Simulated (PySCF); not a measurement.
# Run report: C₂H₁₀InN, geometry relaxation

- system: C₂H₁₀InN, SMILES C[NH+](C)[InH3-]
- method: PBE0-D3(BJ)/def2-SVP geometry optimisation, gas phase (PySCF 2.14.0)

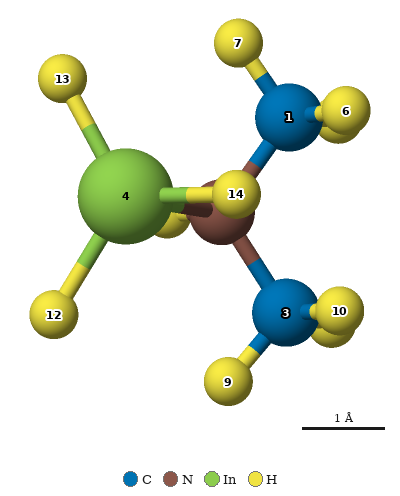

**Figure 1.** The starting structure (ball-and-stick view, seen at a tilt; atoms are numbered from 1 in the order of the input). Sticks mark near contacts. Bond lengths as drawn: C–H 1.08 to 1.12 Å, C–N 1.43 to 1.46 Å, H–In 1.68 to 1.70 Å, H–N 1.02 Å and In–N 2.36 Å.

### Results in brief

| quantity | value |
| --- | --- |
| outcome | converged |
| total energy | −326.818351 hartree |
| dipole moment | 4.68 D |
| point group | Cs |
| hardware | 1 CPU thread, shared host |
| wall time | 33 s |
| peak memory | 0.52 GiB |

### The input
```
{"job": {"xc": "PBE0", "basis": "def2-SVP", "d3": "d3bj", "grid": 1, "maxiter": 30, "shake": 0.01, "kind": "geom"}, "charge": 0, "multiplicity": 1}
C     -0.582930     1.188090    -0.789470
N     -0.347270     0.191260     0.212740
C     -1.111590    -1.030070    -0.043780
In     1.958740    -0.287660     0.233920
H     -1.669270     1.467240    -0.864450
H     -0.274950     0.840060    -1.764570
H     -0.011440     2.104540    -0.559590
H     -0.605500     0.570140     1.118340
H     -0.864100    -1.748530     0.766050
H     -0.768770    -1.445350    -0.980900
H     -2.181860    -0.855200    -0.058530
H      1.935830    -1.432680     1.492170
H      2.486540     1.269230     0.570790
H      2.029430    -0.846120    -1.345460
```

The first line tells a small driver script what to run in PySCF; the rest is the geometry in Å.

Command:
```bash
OMP_NUM_THREADS=1 python <driver script> task.json out
```

### Output
```
step   0  E = -326.81325221  max force = 0.026693
step   1  E = -326.81730327  max force = 0.007305
step   2  E = -326.81830263  max force = 0.002037
step   3  E = -326.81834034  max force = 0.001068
step   4  E = -326.81835116  max force = 0.000268
optimisation converged
```

### Trajectory as extended XYZ (Å, eV, eV/Å), 5 frames, from step=0 to step=4
```
14
Properties=species:S:1:pos:R:3:forces:R:3 step=0 energy=-8893.04156
C    -0.5829    1.1881   -0.7895   -0.9609   1.3726   0.0897
N    -0.3473    0.1913    0.2127   -0.1253  -0.5424  -0.0672
C    -1.1116   -1.0301   -0.0438    0.9014  -0.0740   1.2903
In    1.9587   -0.2877    0.2339   -0.0345  -0.1853   0.3805
H    -1.6693    1.4672   -0.8645    0.4948  -0.1144   0.0308
H    -0.2750    0.8401   -1.7646    0.2923  -0.3173  -0.5787
H    -0.0114    2.1045   -0.5596   -0.0613  -0.1422  -0.0550
H    -0.6055    0.5701    1.1183    0.0471  -0.0049   0.2392
H    -0.8641   -1.7485    0.7661   -0.2142   0.0907  -0.3548
H    -0.7688   -1.4453   -0.9809    0.0415  -0.3187  -0.5879
H    -2.1819   -0.8552   -0.0585   -0.6476   0.1008  -0.1283
H     1.9358   -1.4327    1.4922   -0.0127  -0.3850   0.4192
H     2.4865    1.2692    0.5708    0.2731   0.8140   0.1739
H     2.0294   -0.8461   -1.3455    0.0062  -0.2937  -0.8516
14
Properties=species:S:1:pos:R:3:forces:R:3 step=1 energy=-8893.15180
C    -3.0441    1.1008   -1.7616    0.1465  -0.2692  -0.0303
N    -2.7544    0.0579   -0.7814    0.2298   0.0585   0.1437
C    -3.5135   -1.1646   -1.0001   -0.1523   0.0768  -0.2248
In   -0.3667   -0.4313   -0.6824   -0.1250   0.0785  -0.0873
H    -4.1140    1.3622   -1.7874   -0.1026   0.0418  -0.0095
H    -2.7467    0.7413   -2.7609   -0.0312   0.0533   0.0727
H    -2.4527    1.9945   -1.5342    0.0333   0.0966   0.0176
H    -2.9456    0.4135    0.1573   -0.0186  -0.0204  -0.0890
H    -3.2965   -1.8908   -0.2098    0.0380  -0.0628   0.0983
H    -3.2056   -1.6073   -1.9621   -0.0483   0.0098   0.0757
H    -4.6068   -0.9789   -1.0342    0.1206  -0.0414   0.0062
H    -0.4279   -1.6143    0.6392   -0.0022   0.2235  -0.2419
H     0.1587    1.2340   -0.3251   -0.1108  -0.3756  -0.0873
H    -0.3023   -1.0266   -2.3596    0.0229   0.1306   0.3559
14
Properties=species:S:1:pos:R:3:forces:R:3 step=2 energy=-8893.17899
C    -3.0316    1.0971   -1.7588    0.0136  -0.0285   0.0000
N    -2.7451    0.0553   -0.7802    0.1048  -0.0079   0.0352
C    -3.5072   -1.1667   -0.9999   -0.0449  -0.0206  -0.0053
In   -0.3895   -0.4254   -0.6901   -0.0907   0.0353  -0.0547
H    -4.1045    1.3612   -1.7869    0.0070   0.0086  -0.0042
H    -2.7340    0.7439   -2.7574   -0.0002   0.0078   0.0027
H    -2.4415    1.9948   -1.5284   -0.0142   0.0048   0.0003
H    -2.9387    0.4109    0.1559   -0.0299  -0.0010  -0.0072
H    -3.2859   -1.8912   -0.2039    0.0019   0.0049  -0.0064
H    -3.2056   -1.6149   -1.9585    0.0057   0.0069   0.0083
H    -4.5974   -0.9839   -1.0301    0.0153   0.0049   0.0096
H    -0.4556   -1.5850    0.6084   -0.0061  -0.0207   0.0247
H     0.1272    1.2037   -0.3392    0.0098   0.0032  -0.0040
H    -0.3084   -1.0092   -2.3331    0.0280   0.0022   0.0012
14
Properties=species:S:1:pos:R:3:forces:R:3 step=3 energy=-8893.18002
C    -3.0287    1.0951   -1.7579   -0.0017   0.0044  -0.0085
N    -2.7427    0.0536   -0.7793    0.0549  -0.0092   0.0256
C    -3.5069   -1.1676   -0.9986   -0.0266  -0.0157  -0.0005
In   -0.3970   -0.4226   -0.6942   -0.0383   0.0046  -0.0133
H    -4.1015    1.3594   -1.7882    0.0026  -0.0010  -0.0005
H    -2.7292    0.7441   -2.7565    0.0035  -0.0002  -0.0013
H    -2.4414    1.9942   -1.5262   -0.0053   0.0005   0.0026
H    -2.9391    0.4090    0.1562   -0.0182   0.0061  -0.0001
H    -3.2853   -1.8924   -0.2032    0.0034   0.0023  -0.0035
H    -3.2066   -1.6153   -1.9574    0.0016   0.0009  -0.0014
H    -4.5963   -0.9823   -1.0264    0.0017   0.0035   0.0040
H    -0.4650   -1.5831    0.6067   -0.0035  -0.0071   0.0072
H     0.1221    1.2048   -0.3420    0.0095   0.0135  -0.0003
H    -0.3005   -1.0065   -2.3351    0.0164  -0.0024  -0.0101
14
Properties=species:S:1:pos:R:3:forces:R:3 step=4 energy=-8893.18031
C    -3.0271    1.0934   -1.7575   -0.0064   0.0138  -0.0107
N    -2.7410    0.0520   -0.7783    0.0054  -0.0127   0.0094
C    -3.5082   -1.1684   -0.9976   -0.0044  -0.0005   0.0044
In   -0.4012   -0.4200   -0.6968    0.0063  -0.0037   0.0040
H    -4.1002    1.3556   -1.7900    0.0001  -0.0042  -0.0007
H    -2.7244    0.7438   -2.7556    0.0026  -0.0005   0.0001
H    -2.4431    1.9941   -1.5236   -0.0003  -0.0013   0.0020
H    -2.9408    0.4080    0.1564   -0.0042   0.0042  -0.0013
H    -3.2858   -1.8938   -0.2031    0.0025  -0.0008  -0.0011
H    -3.2100   -1.6158   -1.9573   -0.0013   0.0018  -0.0023
H    -4.5969   -0.9803   -1.0227   -0.0012   0.0006   0.0007
H    -0.4722   -1.5813    0.6049   -0.0013   0.0003  -0.0016
H     0.1209    1.2078   -0.3434    0.0001   0.0010  -0.0016
H    -0.2880   -1.0046   -2.3374    0.0021   0.0018  -0.0012
```

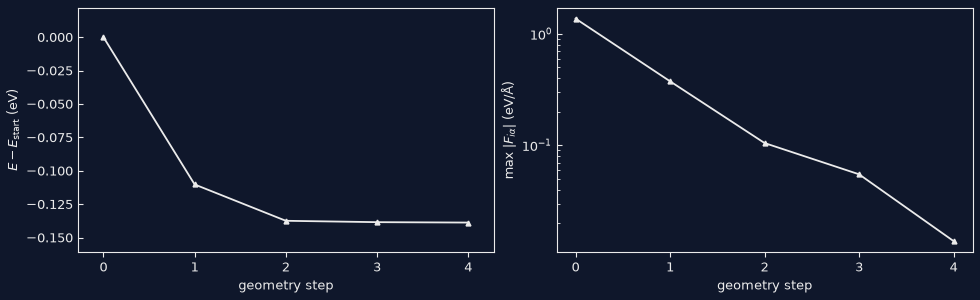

**Figure 2.** Progress of the relaxation, step by step (steps are counted from 0).

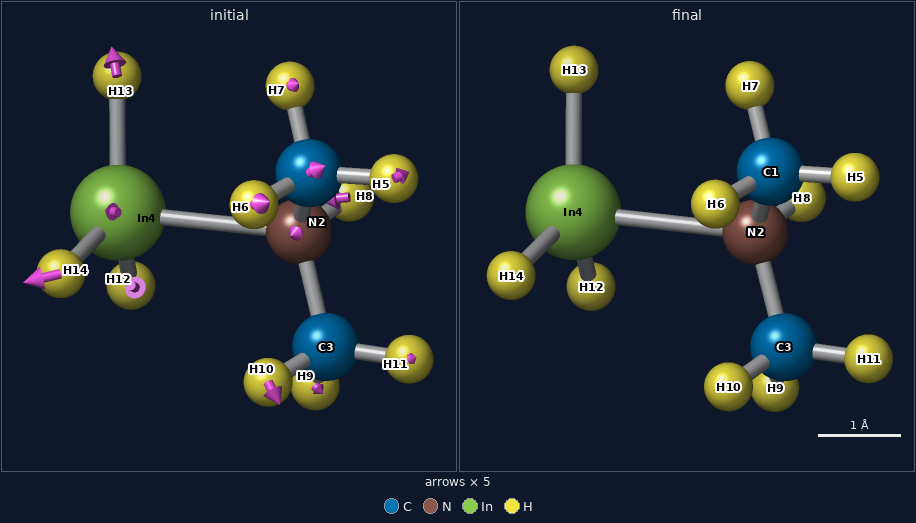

**Figure 3.** Before (left) and after (right) the relaxation, at one scale (ball-and-stick view, seen at a tilt). The pink arrows give the displacements, magnified 5 times. Over 4 geometry steps the energy falls by 0.139 eV. The largest force component goes from 1.4 to 0.014 eV/Å. The atom that moves furthest after the best rigid fit is H14 (0.096 Å). By element the largest moves are H 0.096 Å, C 0.054 Å, In 0.048 Å, N 0.037 Å. Among the contacts that change: In4–H13 1.678 → 1.746 Å, In4–H12 1.701 → 1.746 Å, N2–In4 2.355 → 2.388 Å, C1–N2 1.433 → 1.458 Å. Among the angles that change: In4–N2–H8 108.5° → 103.3°, C1–N2–In4 108.0° → 110.9°, H10–C3–H11 111.3° → 108.5°. (Atoms are counted from 1 in the order of the input.)
